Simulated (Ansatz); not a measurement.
**C3H6OSi: frequency calculation**

C3H6OSi, computed with RKS B3LYP-D4/6-31G (Ansatz 0.2.0).

It belongs to a series of runs on one base structure; here: vibrations at the highest image of the band.

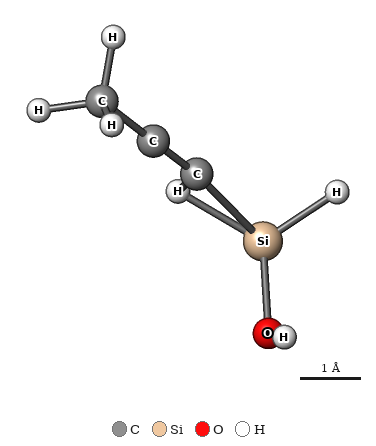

**Figure 1.** The structure (ball-and-stick view, seen at a tilt). Bond lengths as drawn: C–C 1.23 to 1.46 Å, C–H 1.10 to 1.36 Å, C–Si 2.08 Å, H–O 0.97 Å, H–Si 1.52 to 1.66 Å and O–Si 1.74 Å.

### Input file
```yaml
crystal:
  periodic: [false, false, false]
  atoms:
    - { symbol: C, position_ang: [-0.34041, -1.694687, 1.61363] }
    - { symbol: C, position_ang: [-0.01879, -0.559742, 0.76128] }
    - { symbol: C, position_ang: [0.260156, 0.410862, 0.051909] }
    - { symbol: Si, position_ang: [0.509885, 2.042751, -1.218881] }
    - { symbol: O, position_ang: [-0.521022, 1.629405, -2.559742] }
    - { symbol: H, position_ang: [0.502369, -1.962324, 2.261443] }
    - { symbol: H, position_ang: [-0.591253, -2.577853, 1.012501] }
    - { symbol: H, position_ang: [-1.205207, -1.481549, 2.255147] }
    - { symbol: H, position_ang: [-0.017031, 1.711465, 0.31496] }
    - { symbol: H, position_ang: [1.955218, 1.67574, -1.496987] }
    - { symbol: H, position_ang: [-0.468516, 0.748729, -2.974661] }
basis:
  gaussian: { orbitals: "6-31G" }
hamiltonian:
  xc: b3lyp
  dispersion: d4
phonons: {}
```

Launched with:
```bash
ansatz run input.yaml --threads 1 --pin off --max-ram 2048MiB --backend cpu --events-out ev --progress --plain --runs-dir out
```

### Log
```
Engine: ansatz 0.2.0, aarch64-unknown-linux-gnu
Functional definition: B3LYP
  parameter a0 = 0.2
  parameter ax = 0.72
  parameter ac = 0.81
  exchange = (1 - a0 - ax)*slater_x + ax*b88_x + a0*exact_x
  correlation = (1 - ac)*vwn_rpa_c + ac*lyp_c
850 factors; integrals over basis functions are off by at most 2.3e-4 eV
mean field evaluation 1: about -13118.6589 eV, gradient 6.3e1 eV
mean field evaluation 2: about -13102.6731 eV, gradient 1.0e2 eV
mean field evaluation 4: about -13127.2384 eV, gradient 7.7e0 eV
mean field evaluation 8: about -13127.4334 eV, gradient 3.7e-1 eV
mean field evaluation 16: about -13127.4338 eV, gradient 5.9e-5 eV
mean field -13127.43383452 eV, -482.4242953243 hartree, gradient 5.9e-5 eV, S^2 0.000000; 0 other end points of the search recorded, 0 dependent functions left out
the calculation of the forces begins
reference -13127.43408165 eV, -482.4243044064 hartree; 23, 23 occupied and 38, 38 virtual orbitals, 850 factors
these checks for a lower state are left out or cut short: stability, starts, cluster_reference, orbital_swaps, neighbouring_geometries, increment
850 factors; integrals over basis functions are off by at most 2.3e-4 eV
mean field -13127.43366195 eV, -482.4242889825 hartree, gradient 2.4e-6 eV, S^2 0.000000; 0 other end points of the search recorded, 0 dependent functions left out
[... from here on the field's lines of each further geometry are left out, up to the last ...]
the calculation of the forces begins
reference -13127.43403693 eV, -482.4243027627 hartree; 23, 23 occupied and 38, 38 virtual orbitals, 850 factors
these checks for a lower state are left out or cut short: stability, starts, cluster_reference, orbital_swaps, neighbouring_geometries, increment
850 factors; integrals over basis functions are off by at most 2.3e-4 eV
mean field -13127.43381215 eV, -482.4242945023 hartree, gradient 2.2e-6 eV, S^2 0.000000; 0 other end points of the search recorded, 0 dependent functions left out
the calculation of the forces begins
reference -13127.43405931 eV, -482.4243035854 hartree; 23, 23 occupied and 38, 38 virtual orbitals, 850 factors
WARN: phonons: modes at or below zero, which the zero-point energy, F, S and C_V leave out: 2, the lowest at -1088.27 cm⁻¹. A minimum has none, and a first-order saddle one
Total energy: -13127.74934050 eV, -482.4358899553 hartree
Atom 0 at    -0.340410    -1.694687     1.613630 Å, force     0.000169    -0.000128    -0.000163 eV/Å
Atom 1 at    -0.018790    -0.559742     0.761280 Å, force    -0.000037    -0.000271     0.000043 eV/Å
Atom 2 at     0.260156     0.410862     0.051909 Å, force    -0.000060     0.000424     0.000000 eV/Å
Atom 3 at     0.509885     2.042751    -1.218881 Å, force    -0.000457     0.000737    -0.000368 eV/Å
Atom 4 at    -0.521022     1.629405    -2.559742 Å, force     0.000116    -0.000581     0.000214 eV/Å
Atom 5 at     0.502369    -1.962324     2.261443 Å, force    -0.000126    -0.000113    -0.000047 eV/Å
Atom 6 at    -0.591253    -2.577853     1.012501 Å, force    -0.000189     0.000121     0.000010 eV/Å
Atom 7 at    -1.205207    -1.481549     2.255147 Å, force    -0.000005     0.000068     0.000106 eV/Å
Atom 8 at    -0.017031     1.711465     0.314960 Å, force     0.000531    -0.000234     0.000155 eV/Å
Atom 9 at     1.955218     1.675740    -1.496987 Å, force     0.000052     0.000024     0.000212 eV/Å
Atom 10 at    -0.468516     0.748729    -2.974661 Å, force     0.000006    -0.000048    -0.000162 eV/Å
Dipole moment:     0.073679    -0.737599     0.431512 e Å
Vibrations: -1088.27 -11.53 79.98 144.13 217.28 353.47 380.43 406.29 442.54 623.79 708.10 719.91 805.97 953.84 990.26 1085.24 1095.49 1465.34 1514.46 1516.94 1648.74 2073.31 2191.01 3033.27 3096.27 3109.93 3691.01 cm⁻¹, zero-point energy 2.005258 eV
```

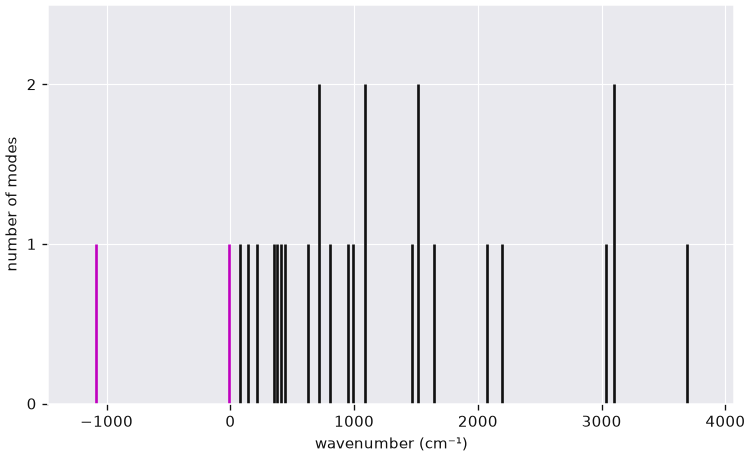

**Figure 2.** Harmonic vibrational wavenumbers from the force constants; neighbouring modes closer than 22 cm⁻¹ are counted in one stick, and imaginary ones are drawn at negative wavenumbers. 27 modes from 1088i to 3691 cm⁻¹, 2 imaginary beyond 8i (1088i, 12i cm⁻¹): not a minimum.

### Results in brief

- outcome: converged
- total energy: −13127.7493 eV
- mean-field energy: −13127.4341 eV
- largest force (length of the vector): 0.001 eV/Å
- hardware: 1 thread of Arm Neoverse V2, 24 GiB of memory available, shared host
- wall time: 2 min
- peak memory: 0.14 GiB
